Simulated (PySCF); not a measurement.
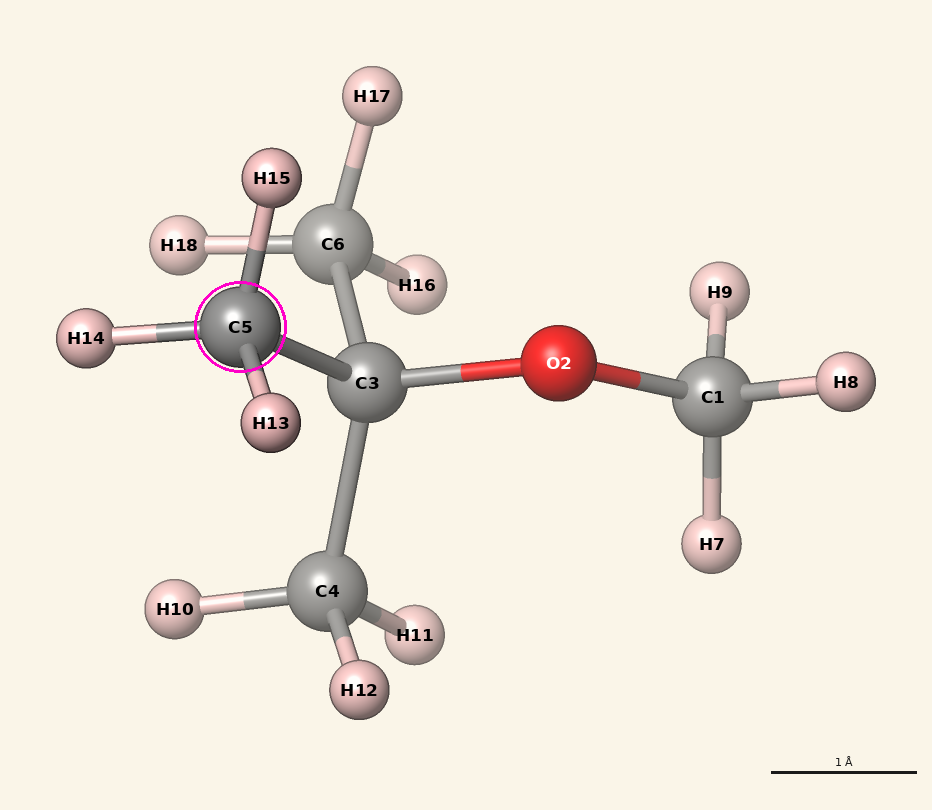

Orthographic view. Atoms fade into the background with distance from the viewer. The computed structure is the end point of a PBE0-D3(BJ)/def2-SVP optimisation. No frequency run is at hand to confirm it as a minimum.

Q: Which atoms are bonded to the circled atom?

A: The circled atom is C5; it is bonded to C3, H13, H14, H15.

Q: What is the shortest path along bonds from the circled atom to H12?

A: C5–C3–C4–H12, 3 bonds; through space the two are 2.75 Å apart.

Q: Which atom is nearest the viewer?

A: H13, 2.2 Å in front of the mean position.

Q: Of C3 and C6, which is nearer the viewer?

A: C3; the bond to C6 points away from the viewer, so it looks shorter than its 1.53 Å.
